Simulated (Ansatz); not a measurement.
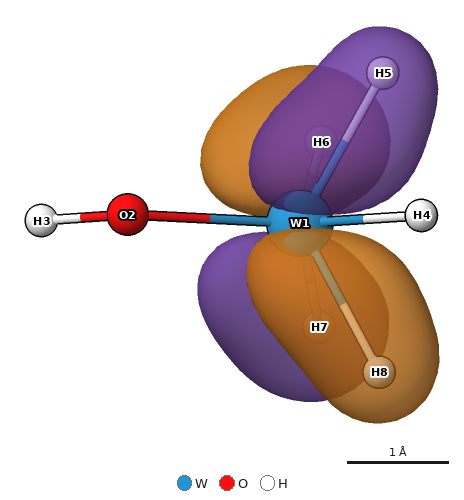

*H6OW. The HOMO at ±0.15 Å⁻³ᐟ² (orange and purple are the two phases), seen at a tilt.*

Core potentials replace the inner electrons of W.

Computed with Ansatz 0.2.0, RKS revPBE/def2-SVPD.

Input

```
crystal:
  periodic: [false, false, false]
  atoms:
    - { symbol: W, position_ang: [-0.093992, -0.143242, 0.297979] }
    - { symbol: O, position_ang: [0.717509, -0.128862, 2.047611] }
    - { symbol: H, position_ang: [0.174771, -0.60158, 2.719339] }
    - { symbol: H, position_ang: [1.33912, 0.748111, 0.106903] }
    - { symbol: H, position_ang: [-0.122437, 1.242352, -0.676053] }
    - { symbol: H, position_ang: [-1.598172, 0.69459, 0.246181] }
    - { symbol: H, position_ang: [-0.211496, -1.717157, -0.398774] }
    - { symbol: H, position_ang: [0.823495, -0.375612, -1.105986] }
basis:
  gaussian: { orbitals: def2-SVPD }
hamiltonian:
  xc: revpbe
relax:
  f_tol: 0.03
  max_steps: 50
output:
  orbitals: {}
```

Run with:

```sh
ansatz run input.yaml --threads 2 --pin off --max-ram 3072MiB --backend cpu --events-out ev --progress --plain --runs-dir out
```

The fields are those of the run's last geometry, not of the input's.

> Where does this orbital lie, and at what energy?

By Hirshfeld shares it lies mainly on W1 (about 55 %), H6 (about 15 %), H7 (about 15 %), H5 (about 5 %) and H8 (about 5 %). Its energy is −7.03 eV.
